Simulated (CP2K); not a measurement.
Band structure of SiSnPt5 (P4/mmm, 7 atoms in the cell).

```yaml
crystal:
  lattice:
    - [4.04672, 0.00000, 0.00000]
    - [0.00000, 4.04672, 0.00000]
    - [0.00000, 0.00000, 7.15583]
  atoms:
    - { symbol: Si, position: [0.00000, 0.00000, 0.50000] }
    - { symbol: Sn, position: [0.50000, 0.50000, 0.00000] }
    - { symbol: Pt, position: [0.00000, 0.50000, 0.29555] }
    - { symbol: Pt, position: [0.00000, 0.50000, 0.70445] }
    - { symbol: Pt, position: [0.50000, 0.00000, 0.29555] }
    - { symbol: Pt, position: [0.50000, 0.00000, 0.70445] }
    - { symbol: Pt, position: [0.00000, 0.00000, 0.00000] }
```

Level of theory: LDA (Pade form), GPW, DZVP-MOLOPT-SR-GTH basis, GTH-PADE potentials (GTH_POTENTIALS) in CP2K.

Settings: CUTOFF = 500 Ry; REL_CUTOFF = 50 Ry; SMEAR/METHOD = FERMI_DIRAC; ELECTRONIC_TEMPERATURE = 580.23 K; KPOINTS/SCHEME = MONKHORST-PACK 5 5 3; XC_FUNCTIONAL = PADE; Si/BASIS_SET = DZVP-MOLOPT-SR-GTH; Si/POTENTIAL = GTH-PADE-q4; Sn/BASIS_SET = DZVP-MOLOPT-SR-GTH; Sn/POTENTIAL = GTH-PADE-q4; Pt/BASIS_SET = DZVP-MOLOPT-SR-GTH; Pt/POTENTIAL = GTH-PADE-q18; METHOD = GPW; EPS_DEFAULT = 1e-11.

The starting cell comes from a database of computed structures (which also holds hypothetical and non-ambient phases and stackings), without a prior relaxation at this level. Its lattice was rescaled by a random factor within 2.5 % of one. Spin-orbit coupling is off. Spin polarisation is off. Values carry the incompleteness of an atom-centred basis.

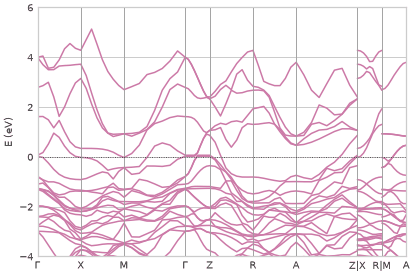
*Bands along the path, energies from the Fermi level.*

Levels in eV from the Fermi level, bands 46 to 51:
```csv
point,46,47,48,49,50,51
Γ,-1.10,-0.79,-0.79,0.03,0.07,1.62
X,-2.07,-1.38,-1.34,-0.91,-0.02,0.34
M,-1.62,-1.32,-1.30,-0.43,-0.43,-0.02
Z,-0.35,0.03,0.07,0.87,1.06,1.06
R,-1.86,-1.79,-1.49,-0.81,1.30,1.93
A,-1.88,-1.37,-0.99,-0.74,0.47,0.47
```

Bands cross the Fermi level along this path, so the cell is metallic at this level.

Higher empty bands are left out: an atom-centred basis made for the valence describes them poorly.
